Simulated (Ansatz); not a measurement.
## Convergence study of the k-point mesh for TiHg (P4mm, 2 atoms in the cell)

```xyz
2
Lattice="3.0246 0.0000 0.0000 0.0000 3.0246 0.0000 0.0000 0.0000 4.1135" Properties=species:S:1:pos:R:3 pbc="T T T"
Ti     1.5123     1.5123     2.1067
Hg     0.0000     0.0000     0.0000
```
Moments meant for the start (each program seeds them in its own way; μB, in the order of the atoms Ti Hg): 1.0 0.0.

Computed with PBEsol, default PAW files made with PBE (plane waves; Ansatz, an electronic-structure program).

Base settings: basis.ecutwfc = 420 eV; kpoints.mp_grid.grid = 11 11 8; hamiltonian.xc = pbesol; hamiltonian.pseudopotentials = {kind: paw} (the program's default PAW files); magnetization.spin_polarized = true; scf.occupations.method = fermi_dirac; scf.occupations.width = 0.1 eV.

The second cell is the first with its lattice scaled by 0.98.

Only quantities that move along the ladder and can be compared are tabulated.

The magnetic state is not the same in all runs (site moments differ, or a search went on to a lower state), so steps between rows are not convergence errors alone.

The count of work is k-points × plane waves × bands × iterations; it is no time. 

The starting cell comes from a database of computed structures (which also holds hypothetical and non-ambient phases and stackings), without a prior relaxation at this level. Its lattice was rescaled by up to half a per cent. One atom was moved a little off its site on purpose. With one magnetic atom in the cell only a parallel order is possible. In the base run, with a pressure of about -5 GPa the cell is away from its equilibrium volume at this level. Ansatz's pressure includes its estimate of the finite-basis (Pulay) stress.

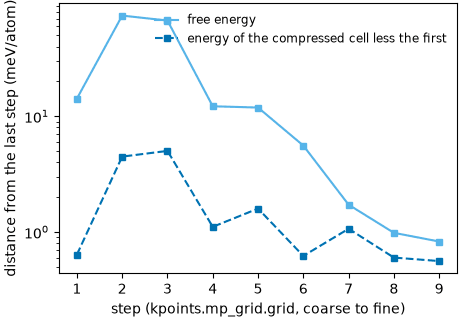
Figure. Distance from the last step along the ladder; very small values are drawn at a floor.

| kpoints.mp_grid.grid | free energy less the last step's (meV/atom) | energy of the compressed cell less the first (meV/atom) | pressure (GPa) | largest difference of a force vector from the last step's (eV/Å) | net moment (μB/atom) | count of work / last |
|---|---|---|---|---|---|---|
| 2 2 2 | 14.20 | -14.96 | -5.56 | 0.022 | 0.243 | 0.0082 |
| 3 3 2 | 74.18 | -20.07 | -5.94 | 0.013 | 0.000 | 0.012 |
| 3 3 3 | 67.22 | -20.61 | -6.02 | 0.004 | 0.170 | 0.011 |
| 5 5 4 | -12.20 | -16.70 | -5.63 | 0.006 | 0.000 | 0.038 |
| 6 6 5 | 11.89 | -14.00 | -4.94 | 0.002 | 0.316 | 0.082 |
| 8 8 6 | -5.58 | -14.97 | -5.30 | 0.002 | 0.271 | 0.11 |
| 9 9 7 | 1.72 | -14.53 | -5.24 | 0.001 | 0.248 | 0.11 |
| 11 11 8 | -0.98 | -16.19 | -5.38 | 0.002 | 0.219 | 0.24 |
| 11 11 9 | -0.83 | -16.15 | -5.37 | 0.002 | 0.221 | 0.24 |
| 19 19 14 | 0.00 | -15.59 | -5.28 | 0.000 | 0.254 | 1.0 |

Coarsest kpoints.mp_grid.grid that holds the net moment within 0.05 μB/atom: not settled: the last two steps still differ by 0.034 μB/atom, over half the tolerance, so the ladder does not show it.

Keys are those of Ansatz 0.2.
